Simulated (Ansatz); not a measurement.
# A hypothetical structure for TiBeGa

Starting from a made-up structure for TiBeGa, the aim is the relaxed cell, its shortest contacts and, where a second run follows, its electronic structure.

Calculated with Ansatz 0.2.0; DFT, PBE, plane-wave PAW, files of the set soft_1, scalar-relativistic, no spin, cell and ions relaxed at zero pressure; PAW set soft_1.

### 1. The starting structure

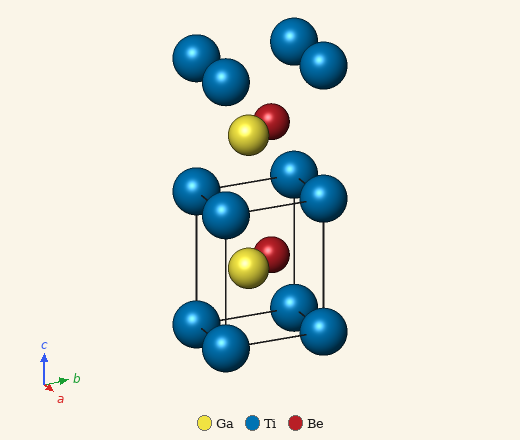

The cell as given, slightly off an axis (gallium yellow, titanium blue, beryllium red). 1×1×2 cells are drawn. Some periodic images of atoms are drawn too.

Coordinates:

```cif
data_structure
_symmetry_space_group_name_H-M 'P-6m2'
_symmetry_Int_Tables_number 187
_cell_length_a 3.5860
_cell_length_b 3.5860
_cell_length_c 3.6510
_cell_angle_alpha 90.000
_cell_angle_beta 90.000
_cell_angle_gamma 120.000
_cell_volume 40.66
loop_
_atom_site_label
_atom_site_type_symbol
_atom_site_symmetry_multiplicity
_atom_site_Wyckoff_symbol
_atom_site_fract_x
_atom_site_fract_y
_atom_site_fract_z
_atom_site_occupancy
Ga1 Ga 1 f 0.66667 0.33333 0.50000 1
Ti1 Ti 1 a 0.00000 0.00000 0.00000 1
Be1 Be 1 d 0.33333 0.66667 0.50000 1
```

### 2. Relaxation of the guess

The guess takes its coordinates from another compound and its volume from a rule, so the cell and any free coordinates are relaxed together.

Input file input.yaml:

```yaml
crystal:
  lattice:
    - [3.586, 0.0, 0.0]
    - [-1.793, 3.105567098, 0.0]
    - [0.0, 0.0, 3.651]
  atoms:
    - { symbol: Ga, position: [0.666666667, 0.333333333, 0.5] }
    - { symbol: Ti, position: [0.0, 0.0, 0.0] }
    - { symbol: Be, position: [0.333333333, 0.666666667, 0.5] }
kpoints:
  mp_grid: { grid: [9, 9, 7] }
scf:
  occupations: { method: fermi_dirac, width: 0.05 }
hamiltonian:
  xc: pbe
  pseudopotentials: { kind: paw, azcp: { folder: soft_1 } }
relax:
  f_tol: 0.015
  max_steps: 70
  cell: {}
output:
  forces: true
  stress: true
```

Started as:

```console
$ ansatz run input.yaml --threads 4 --pin off --max-ram 8192MiB --backend cpu --events-out ev --progress --plain --runs-dir out
```

Numbers of over 12 decimals in the logs are rounded to 6 here.

Log:

```text
Engine: ansatz 0.2.0, aarch64-unknown-linux-gnu
Pseudopotentials: kind: paw
Pseudopotential: Ga, paw, valence charge 13, recommended cutoff 420 eV (normal), soft_1/Ga.paw.azcp
Pseudopotential: Ti, paw, valence charge 12, recommended cutoff 420 eV (normal), soft_1/Ti.paw.azcp
Pseudopotential: Be, paw, valence charge 2, recommended cutoff 420 eV (normal), soft_1/Be.paw.azcp
Functional definition: PBE
  parameter kappa = 0.804
  parameter beta = 0.066725
  exchange = pbe_x(kappa = kappa, mu = beta*pi^2/3)
  correlation = pbe_c(beta = beta)
Crystal: 3 atoms, lattice volume = 40.660 Å³
Basis set: ecut = 420 eV, 763 PW (Γ), exchange–correlation on 48×48×50 points (8 copies of the dense FFT grid, shifted against one another)
Bands: 18, of which v1, the nominal top of the filled ones, is band 14 counted from 1 (13 counted from 0)
Symmetry: 12 space group operations
Space group: P-6m2 (ITA 187), of the structure as read, at distance tolerance 3.4e-5 Å
k-points: 48 of 567 (time reversal used)
Non-local potential: Ga, projectors of the file, l = 0: 2, l = 1: 2, l = 2: 3, l = 3: 1
Non-local potential: Ti, projectors of the file, l = 0: 3, l = 1: 2, l = 2: 3, l = 3: 1
Non-local potential: Be, projectors of the file, l = 0: 2, l = 1: 2, l = 2: 1
PAW form: soft (Blöchl's): semilocal exchange-correlation on the pseudo side does not see the compensation charge
PAW one-centre angular grid: Ga, 590 points (default); XC on 64 Gauss nodes
PAW one-centre angular grid: Ti, 590 points (default); XC on 64 Gauss nodes
PAW one-centre angular grid: Be, 110 points (default); XC on 64 Gauss nodes
Initial density: superposition of atomic densities (chi_scale 0.1, normalization cell, long waves kept (reshape's long-wave potential 0.00 eV rms))
Initial wavefunctions: pseudopotential atomic-orbital guess
Functional: x = pbe(κ = 0.804, μ = 0.219515), c = pbe(β = 0.066725)
SCF iter   1: F=—  HF=-6376.668478 eV  |F-HF|=—  |Δ(HF+E_count)|=         —  Δρ=7.21e-2  dr2=3.21e0  ethr=3.10e-3  ⟨swp⟩=5.3  Hψ=4009  notcnv=0
preconditioner: auto → none  [metal: Δε(μ)=0.137 eV  Ē_g=10.779 eV  σ=0.050 eV  W_gap=0.48  n_scr=8 (ndim 8)  ℏωp=25.4 eV  f_vac=0.000  D(μ)=0.91/eV (n_scr^D=2)  sad-step TF]
SCF iter   2: F=—  HF=-6376.124418 eV  |F-HF|=—  |Δ(HF+E_count)|=   5.44e-1  Δρ=4.50e-2  dr2=1.32e0  ethr=3.10e-3  ⟨swp⟩=2.0  Hψ=1924  notcnv=0
SCF iter   3: F=—  HF=-6375.937540 eV  |F-HF|=—  |Δ(HF+E_count)|=   1.87e-1  Δρ=1.55e-2  dr2=7.80e-2  ethr=3.10e-3  ⟨swp⟩=2.2  Hψ=1564  notcnv=0
SCF iter   4: F=—  HF=-6375.884492 eV  |F-HF|=—  |Δ(HF+E_count)|=   5.30e-2  Δρ=3.99e-3  dr2=3.86e-3  ethr=2.89e-4  ⟨swp⟩=2.0  Hψ=1840  notcnv=0
SCF iter   5: F=—  HF=-6375.887051 eV  |F-HF|=—  |Δ(HF+E_count)|=   2.56e-3  Δρ=9.29e-4  dr2=1.95e-4  ethr=1.43e-5  ⟨swp⟩=2.0  Hψ=1528  notcnv=0
SCF iter   6: F=—  HF=-6375.887056 eV  |F-HF|=—  |Δ(HF+E_count)|=   5.39e-6  Δρ=1.38e-4  dr2=9.28e-6  ethr=7.22e-7  ⟨swp⟩=2.1  Hψ=1139  notcnv=0
SCF iter   7: F=—  HF=-6375.887046 eV  |F-HF|=—  |Δ(HF+E_count)|=   1.04e-5  Δρ=1.74e-5  dr2=1.12e-7  ethr=3.44e-8  ⟨swp⟩=2.8  Hψ=1488  notcnv=0
SCF iter   8: F=-6375.887046 eV  HF=-6375.887046 eV  |F-HF|=8.56e-10  |Δ(HF+E_count)|=   2.45e-8  Δρ=3.66e-6  dr2=3.19e-9  ethr=3.70e-10  ⟨swp⟩=4.0  Hψ=2724  notcnv=0
SCF 1 converged in 8 iterations: F = -6375.887046 eV  dr2 = 3.19e-9
  greatest PAW one-centre occupation: 0.999 electrons in one spin orbital (limit 2), on the Ti atom at site 1 (counted from 0), in its partial waves of l = 0
relax step   1: F+E_penalty+E_count = -6375.88704566 eV  Δ(F+E_penalty+E_count) = +0.000e0 eV  max|allowed force component| = 1.712e-16 eV/Å  Δτ_max = 0.0000 Å  P = +5.404 GPa  Ω = 40.660 Å³  (8 SCF iters, dr2 threshold 1.00e-7 eV, accepted)
Crystal: 3 atoms, lattice volume = 40.611 Å³
Basis set: ecut = 420 eV, 791 PW (Γ), exchange–correlation on 48×48×50 points (8 copies of the dense FFT grid, shifted against one another)
Initial density: handed on by an earlier stage of this run
Initial wavefunctions: those handed on with the density
iter 1 solved again at ethr=1.25e-4 eV; its pass at ethr=3.10e-3 eV (dr2=3.38e-2 eV) is discarded
SCF iter   1: F=—  HF=-6376.144250 eV  |F-HF|=—  |Δ(HF+E_count)|=         —  Δρ=7.49e-3  dr2=3.39e-2  ethr=1.25e-4  ⟨swp⟩=1.9  Hψ=5639  notcnv=0
preconditioner: auto → none  [metal: Δε(μ)=0.024 eV  Ē_g=11.326 eV  σ=0.050 eV  W_gap=0.12  n_scr=8 (ndim 8)  ℏωp=25.4 eV  f_vac=0.000  D(μ)=2.10/eV (n_scr^D=20)]
SCF iter   2: F=—  HF=-6376.137205 eV  |F-HF|=—  |Δ(HF+E_count)|=   7.05e-3  Δρ=2.15e-3  dr2=2.00e-3  ethr=1.25e-4  ⟨swp⟩=2.1  Hψ=1240  notcnv=0
SCF iter   3: F=—  HF=-6376.137092 eV  |F-HF|=—  |Δ(HF+E_count)|=   1.13e-4  Δρ=6.88e-4  dr2=1.09e-4  ethr=7.40e-6  ⟨swp⟩=2.4  Hψ=1292  notcnv=0
SCF iter   4: F=—  HF=-6376.137063 eV  |F-HF|=—  |Δ(HF+E_count)|=   2.88e-5  Δρ=2.38e-4  dr2=1.49e-5  ethr=4.05e-7  ⟨swp⟩=2.6  Hψ=1532  notcnv=0
SCF iter   5: F=—  HF=-6376.137057 eV  |F-HF|=—  |Δ(HF+E_count)|=   5.73e-6  Δρ=5.16e-5  dr2=7.19e-7  ethr=5.52e-8  ⟨swp⟩=2.4  Hψ=1460  notcnv=0
SCF iter   6: F=-6376.137057 eV  HF=-6376.137057 eV  |F-HF|=3.68e-9  |Δ(HF+E_count)|=   7.16e-8  Δρ=1.28e-5  dr2=2.79e-8  ethr=1.11e-9  ⟨swp⟩=5.0  Hψ=3485  notcnv=0
SCF 2 converged in 6 iterations: F = -6376.137057 eV  dr2 = 2.79e-8
relax step   2: F+E_penalty+E_count = -6376.13705727 eV  Δ(F+E_penalty+E_count) = -2.500e-1 eV  max|allowed force component| = 2.930e-17 eV/Å  Δτ_max = 0.0000 Å  P = +3.553 GPa  Ω = 40.611 Å³  energy of the carried Pulay correction = +9.286e-5 eV  (6 SCF iters, dr2 threshold 3.00e-7 eV, accepted)
Crystal: 3 atoms, lattice volume = 40.723 Å³
Basis set: ecut = 420 eV, 827 PW (Γ), exchange–correlation on 48×48×50 points (8 copies of the dense FFT grid, shifted against one another)
iter 1 solved again at ethr=1.94e-4 eV; its pass at ethr=3.10e-3 eV (dr2=5.24e-2 eV) is discarded
SCF iter   1: F=—  HF=-6376.359036 eV  |F-HF|=—  |Δ(HF+E_count)|=         —  Δρ=9.95e-3  dr2=5.27e-2  ethr=1.94e-4  ⟨swp⟩=1.8  Hψ=6095  notcnv=0
preconditioner: auto → none  [metal: Δε(μ)=0.050 eV  Ē_g=11.389 eV  σ=0.050 eV  W_gap=0.23  n_scr=8 (ndim 8)  ℏωp=25.4 eV  f_vac=0.000  D(μ)=1.66/eV (n_scr^D=20)]
SCF iter   2: F=—  HF=-6376.349154 eV  |F-HF|=—  |Δ(HF+E_count)|=   9.88e-3  Δρ=3.63e-3  dr2=3.19e-3  ethr=1.94e-4  ⟨swp⟩=3.1  Hψ=1398  notcnv=0
SCF iter   3: F=—  HF=-6376.348662 eV  |F-HF|=—  |Δ(HF+E_count)|=   4.91e-4  Δρ=1.20e-3  dr2=2.99e-4  ethr=1.18e-5  ⟨swp⟩=2.0  Hψ=1418  notcnv=0
SCF iter   4: F=—  HF=-6376.348627 eV  |F-HF|=—  |Δ(HF+E_count)|=   3.56e-5  Δρ=2.31e-4  dr2=1.55e-5  ethr=1.11e-6  ⟨swp⟩=2.0  Hψ=1317  notcnv=0
SCF iter   5: F=—  HF=-6376.348624 eV  |F-HF|=—  |Δ(HF+E_count)|=   2.79e-6  Δρ=1.17e-4  dr2=2.88e-6  ethr=5.75e-8  ⟨swp⟩=3.0  Hψ=1619  notcnv=0
SCF iter   6: F=-6376.348622 eV  HF=-6376.348622 eV  |F-HF|=2.50e-7  |Δ(HF+E_count)|=   1.65e-6  Δρ=3.20e-5  dr2=2.13e-7  ethr=1.11e-9  ⟨swp⟩=4.0  Hψ=4603  notcnv=0
SCF 3 converged in 6 iterations: F = -6376.348622 eV  dr2 = 2.13e-7
relax step   3: F+E_penalty+E_count = -6376.34862202 eV  Δ(F+E_penalty+E_count) = -2.116e-1 eV  max|allowed force component| = 6.014e-17 eV/Å  Δτ_max = 0.0000 Å  P = +1.087 GPa  Ω = 40.723 Å³  energy of the carried Pulay correction = +1.469e-4 eV  (6 SCF iters, dr2 threshold 3.00e-7 eV, accepted)
[...]
relax step   4: F+E_penalty+E_count = -6376.48550865 eV  Δ(F+E_penalty+E_count) = -1.369e-1 eV  max|allowed force component| = 1.850e-17 eV/Å  Δτ_max = 0.0000 Å  P = +1.927 GPa  Ω = 39.939 Å³  energy of the carried Pulay correction = +4.266e-4 eV  (6 SCF iters, dr2 threshold 3.00e-7 eV, accepted)
[...]
relax step   5: F+E_penalty+E_count = -6376.56038558 eV  Δ(F+E_penalty+E_count) = -7.488e-2 eV  max|allowed force component| = 8.172e-17 eV/Å  Δτ_max = 0.0000 Å  P = +1.186 GPa  Ω = 39.807 Å³  energy of the carried Pulay correction = +5.429e-4 eV  (6 SCF iters, dr2 threshold 3.00e-7 eV, accepted)
[...]
relax step   6: F+E_penalty+E_count = -6376.56212628 eV  Δ(F+E_penalty+E_count) = -1.741e-3 eV  max|allowed force component| = 3.238e-17 eV/Å  Δτ_max = 0.0000 Å  P = -0.067 GPa  Ω = 40.214 Å³  energy of the carried Pulay correction = +4.300e-4 eV  (6 SCF iters, dr2 threshold 3.00e-7 eV, accepted)
[...]
relax step   7: F+E_penalty+E_count = -6376.56213697 eV  Δ(F+E_penalty+E_count) = -1.069e-5 eV  max|allowed force component| = 1.118e-16 eV/Å  Δτ_max = 0.0000 Å  P = +0.002 GPa  Ω = 40.191 Å³  energy of the carried Pulay correction = +4.359e-4 eV  (6 SCF iters, dr2 threshold 1.54e-8 eV, accepted)
[...]
relax step   8: F+E_penalty+E_count = -6376.56374929 eV  Δ(F+E_penalty+E_count) = -1.612e-3 eV  max|allowed force component| = 1.210e-16 eV/Å  Δτ_max = 0.0000 Å  P = +0.114 GPa  Ω = 40.191 Å³  stress off target by 1.80e-1 GPa  SCF on the basis re-selected at this cell (its energy is not comparable with the rows above)  (6 SCF iters)
[...]
relax step   9: F+E_penalty+E_count = -6376.56376992 eV  Δ(F+E_penalty+E_count) = -2.063e-5 eV  max|allowed force component| = 1.388e-17 eV/Å  Δτ_max = 0.0000 Å  P = +0.004 GPa  Ω = 40.225 Å³  energy of the carried Pulay correction = -1.090e-5 eV  (6 SCF iters, dr2 threshold 8.14e-8 eV, accepted)
iter 1 solved again at ethr=6.62e-8 eV; its pass at ethr=3.10e-3 eV (dr2=1.79e-5 eV) is discarded
SCF iter   1: F=—  HF=-6376.563706 eV  |F-HF|=—  |Δ(HF+E_count)|=         —  Δρ=2.32e-6  dr2=1.63e-9  ethr=6.62e-8  ⟨swp⟩=2.9  Hψ=5920  notcnv=0
eigensolver tolerance schedule: the retry pair's looser diagonalisation over-reported the residual by 10974.53 of it (diagonalisation noise at 0.31 of the residual, at the tolerance the schedule requests for it); recorded, not acted on — ethr = c·dr2/N_el stays at c = 1.0e-1
preconditioner: auto → none  [metal: Δε(μ)=0.016 eV  Ē_g=11.612 eV  σ=0.050 eV  W_gap=0.08  n_scr=8 (ndim 8)  ℏωp=25.5 eV  f_vac=0.000  D(μ)=1.25/eV (n_scr^D=8)]
SCF iter   2: F=—  HF=-6376.563782 eV  |F-HF|=—  |Δ(HF+E_count)|=   7.67e-5  Δρ=1.77e-6  dr2=1.50e-9  ethr=6.04e-12  ⟨swp⟩=2.9  Hψ=1684  notcnv=0
SCF iter   3: F=—  HF=-6376.563782 eV  |F-HF|=—  |Δ(HF+E_count)|=  2.82e-10  Δρ=8.71e-7  dr2=1.94e-10  ethr=5.57e-12  ⟨swp⟩=2.0  Hψ=1032  notcnv=0
SCF iter   4: F=—  HF=-6376.563782 eV  |F-HF|=—  |Δ(HF+E_count)|=  6.64e-11  Δρ=3.57e-7  dr2=5.32e-11  ethr=1.00e-12  ⟨swp⟩=2.1  Hψ=1311  notcnv=0
iter 5 did not close the SCF: its close was put off for the readings that it lacked (scf_convergence_deferred on its scf_iter line)
SCF iter   5: F=-6376.563782 eV  HF=-6376.563782 eV  |F-HF|=1.09e-11  |Δ(HF+E_count)|=  1.82e-11  Δρ=1.25e-7  dr2=1.16e-11  ethr=1.00e-12  ⟨swp⟩=2.0  Hψ=1116  notcnv=0
SCF iter   6: F=-6376.563782 eV  HF=-6376.563782 eV  |F-HF|=0.00e0  |Δ(HF+E_count)|=  4.55e-12  Δρ=4.94e-8  dr2=1.36e-12  ethr=1.00e-12  ⟨swp⟩=4.0  Hψ=3250  notcnv=0
SCF 10 converged in 6 iterations: F = -6376.563782 eV  dr2 = 1.36e-12
relax step  10: F+E_penalty+E_count = -6376.56378224 eV  Δ(F+E_penalty+E_count) = -1.232e-5 eV  max|allowed force component| = 6.168e-18 eV/Å  Δτ_max = 0.0000 Å  P = +0.004 GPa  Ω = 40.225 Å³  stress off target by 5.82e-3 GPa  SCF on the basis re-selected at this cell (its energy is not comparable with the rows above)  (6 SCF iters)
basis re-selected at this cell: Δ(F+E_penalty+E_count) = -1.232e-5 eV, ΔP = -0.000 GPa vs the last step (what re-selecting the basis moved, of the pressure what is left beyond the Pulay correction that the steps carried, after the strain that the cell walked since its last selection, with what the two solves' SCF thresholds leave and, on support functions, any second-order correction that the steps lacked; it is no m [...]
SCF converged after 6 iterations
Free energy (F): -6376.563782 eV
Harris-Foulkes:  -6376.563782 eV  (|F-HF|=0.00e0)
Internal energy: -6376.554352 eV  (E = F + TS)
E sigma→0 (E₀):  -6376.559067 eV
Entropy (-TS):   -0.009430 eV (-3.143 meV/atom)
Fermi energy:    11.871309 eV
--- Per-component energies (eV) ---
  E_band       = -167.636075
  E_kinetic    = 413.593190
  E_local      = -2258.420675  (includes V_loc(G=0)·N_el)
  E_nonlocal   = -29.207309
  E_hartree    = 1254.486032
  E_xc         = -201.078231
  E_vxc        = -223.772409  (∫ρ·V_xc dr)
  E_paw        = -3090.537012  (= ΣΔE_a)
  E_vpaw       = -578.800682  (= ΣTr[D̂ρ^β])
  E_aug_tail   = -0.000283  (compensation charges beyond the density's cutoff)
  E_ewald      = -2465.390064
  E_smearing   = -0.009430  (= −TS)
  E_closure    = 0.000000  (closes the sum)
  Σ components = -6376.563782   (vs F -6376.563782, Δ=0.00e0)
--- Forces (eV/Å), atoms counted from 1 ---
  atom   1  Ga    -0.00000000     0.00000000     0.00000000
  atom   2  Ti    -0.00000000     0.00000000     0.00000000
  atom   3  Be     0.00000000    -0.00000000     0.00000000
  max |Σ_I F_I| component: 1.39e-17 eV/Å
--- Stress (GPa, compression-positive) ---
        0.005819      -0.000000       0.000000
       -0.000000       0.005819      -0.000000
        0.000000       0.000000       0.000096
  P = ⅓ Tr σ = 0.0039 GPa (0.039 kbar)
--- Relaxed structure (8 steps of the walk, 8 accepted, 2 SCFs on fresh bases) ---
  F+E_penalty+E_count = -6376.56378224 eV   max|allowed force component| = 6.168e-18 eV/Å   (the final SCF, on the basis selected at the relaxed cell)
  cell:  # Å, volume = 40.2246 Å³
    - [3.959396, 0.0, 5.598278447249563e-18]
    - [-1.979698, 3.428937, -2.7991392236247816e-18]
    - [5.6997530983861475e-18, 0, 2.962803]
  atoms:
    - { symbol: Ga, position: [0.666667, 0.333333, 0.5] }
    - { symbol: Ti, position: [0, 0, 0] }
    - { symbol: Be, position: [0.333333, 0.666667, 0.5] }
```

Wall time 11 s (4 threads of Arm Neoverse V1, shared host); peak memory 0.39 GiB.

Step by step:

```
step  energy less that of the first step (eV)  largest force component (eV/Å)  pressure (GPa)  volume (Å³)
   1                                   0.0000                          0.0000            5.40        40.66
   2                                  -0.2500                          0.0000            3.55        40.61
   3                                  -0.4616                          0.0000            1.09        40.72
   4                                  -0.5985                          0.0000            1.93        39.94
   5                                  -0.6733                          0.0000            1.19        39.81
   6                                  -0.6751                          0.0000           -0.07        40.21
   7                                  -0.6751                          0.0000            0.00        40.19
  8*                                  -0.6767                          0.0000            0.11        40.19
   9                                  -0.6767                          0.0000            0.00        40.22
 10*                                  -0.6767                          0.0000            0.00        40.22
```

Relaxation steps marked * repeat the geometry before them on a plane-wave basis chosen anew for their cell, so energy and pressure can jump there.

The run keeps the 12 symmetry operations that it works with, so distortions that break them were not tested.

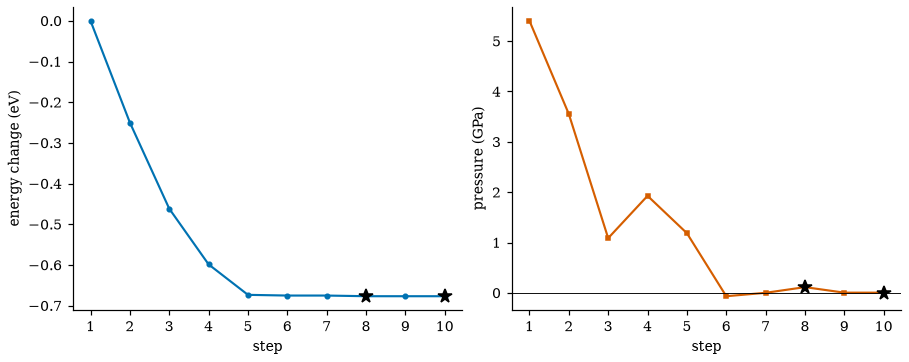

Energy and pressure along the relaxation. Stars mark steps on a basis chosen anew.

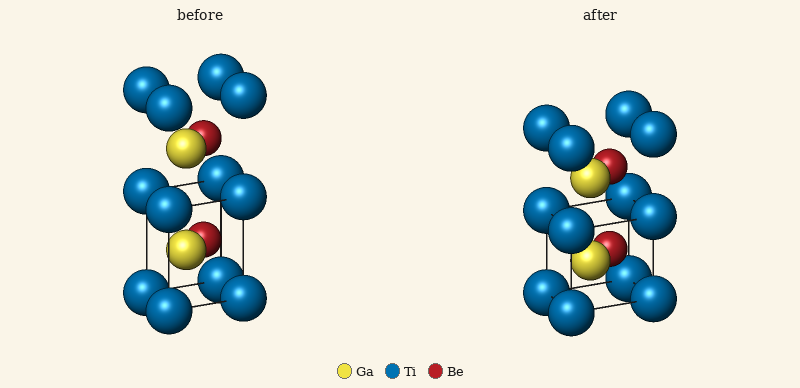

The structure before and after the relaxation, drawn at the same scale.

```
     cell as run  before  after   change
           a (Å)   3.586  3.959  +10.4 %
           b (Å)   3.586  3.959  +10.4 %
           c (Å)   3.651  2.963  -18.8 %
volume (Å³/atom)   13.55  13.41   -1.1 %
```

Final coordinates:

```cif
data_structure
_symmetry_space_group_name_H-M 'P 1'
_symmetry_Int_Tables_number 1
_cell_length_a 3.9594
_cell_length_b 3.9594
_cell_length_c 2.9628
_cell_angle_alpha 90.000
_cell_angle_beta 90.000
_cell_angle_gamma 120.000
_cell_volume 40.22
loop_
_atom_site_label
_atom_site_type_symbol
_atom_site_fract_x
_atom_site_fract_y
_atom_site_fract_z
_atom_site_occupancy
Ga1 Ga 0.66667 0.33333 0.50000 1
Ti2 Ti 0.00000 0.00000 0.00000 1
Be3 Be 0.33333 0.66667 0.50000 1
```

Numbers from this step:

```
free energy             : -6376.5638 eV
energy at zero smearing : -6376.5591 eV
smearing term TS        : 0.009430 eV
Fermi energy            : 11.87 eV
electrons               : 27
symmetry operations     : 12
pressure                : 0.003912 GPa
```

The shortest distance of each pair, which need not be the same contact before and after:

```
 pair  guess (Å)  relaxed (Å)
Be–Ga      2.070        2.286
Ga–Ti      2.760        2.724
Be–Ti      2.760        2.724
Ga–Ga      3.586        2.963
Ti–Ti      3.586        2.963
```

The relaxation ends with a pressure of 0.00 GPa.

### 3. Outcome

```
space group, relaxed : P-6m2
conventional cell    : a = 3.959, b = 3.959, c = 2.963 Å; α = 90.0°, β = 90.0°, γ = 120.0°
volume per atom      : 13.41 Å³ (guess 13.55)
```

TiBeGa relaxes to P-6m2 with a = 3.959, b = 3.959 and c = 2.963 Å. The guessed volume was near the relaxed one. The space group P-6m2 was held in the relaxation, so the end point is a stationary structure within it and may be a saddle against distortions or other arrangements. Mesh and cutoff weren't tested. A vector of the cell changed its length by 19 %, more than the volume shows. No dispersion term is used, so weakly bound directions may come out too long. The runs have no spin, and magnetism wasn't tested. Nothing here tests whether the compound is stable against decomposition.

[Logs are printed without paths, hosts, clocks, repeated set-up lines and the standing remarks that a program may print on its own settings, such as how far it seeks lower states.]

[Hosts, paths, dates, database ids (printed as entryN), source tags and the programs' standing remarks are cut or masked in the printed files.]
